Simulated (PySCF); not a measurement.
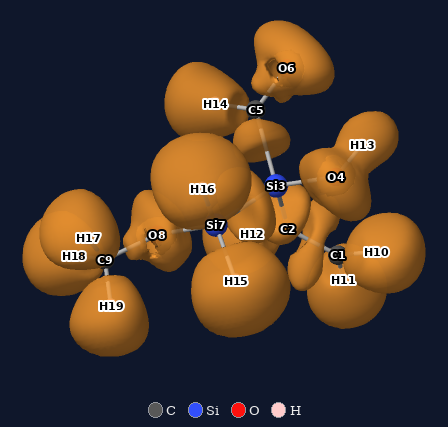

The picture shows: C4H10O3Si2. Isosurface of the ELF at 0.75 (orange), seen at a tilt. Core shells and regions of very low density are left out.

Geometry: GFN2-xTB.

Computed with PBE0/pcSseg-1, SCF density, gas phase, non-relativistic in PySCF.

```yaml
atoms:
  - { symbol: C, position_ang: [-2.7027, 1.4854, -0.9150] }
  - { symbol: C, position_ang: [-1.6733, 0.6704, -1.0959] }
  - { symbol: Si, position_ang: [-0.9150, -0.4166, 0.2618] }
  - { symbol: O, position_ang: [-1.7857, -0.3816, 1.6396] }
  - { symbol: C, position_ang: [-1.1330, -2.1926, -0.4555] }
  - { symbol: O, position_ang: [-1.8445, -3.0019, 0.0934] }
  - { symbol: Si, position_ang: [1.1700, 0.1392, 1.0228] }
  - { symbol: O, position_ang: [1.9980, 0.1299, -0.3755] }
  - { symbol: C, position_ang: [3.3414, 0.4466, -0.5714] }
  - { symbol: H, position_ang: [-3.1965, 1.5607, 0.0403] }
  - { symbol: H, position_ang: [-3.0993, 2.1096, -1.7016] }
  - { symbol: H, position_ang: [-1.2079, 0.6429, -2.0742] }
  - { symbol: H, position_ang: [-2.5320, -0.9695, 1.7492] }
  - { symbol: H, position_ang: [-0.5996, -2.4882, -1.3825] }
  - { symbol: H, position_ang: [1.2687, 1.4591, 1.6716] }
  - { symbol: H, position_ang: [1.8059, -0.7763, 1.9899] }
  - { symbol: H, position_ang: [3.9815, -0.1546, 0.0772] }
  - { symbol: H, position_ang: [3.5926, 0.2458, -1.6132] }
  - { symbol: H, position_ang: [3.5215, 1.5012, -0.3534] }
```

Question: Describe the localisation domains.

Answer: The surface consists of one region between bonded C–C atoms (shared pairs), two regions between bonded C–Si atoms (shared pairs), one region between bonded Si–Si atoms (shared pairs), nine regions around hydrogen nuclei, two regions on O in which the atom's valence shell and bonds are merged and one joined region spread over several atoms (H, O), in which their bonds and any lone pairs are merged. Profiles from the grid: C–O (1.21 Å): the ELF peaks at about 0.85 between the atoms; a multiple bond. C–C (1.33 Å): the ELF peaks at about 0.90 between the atoms: a multiple bond.
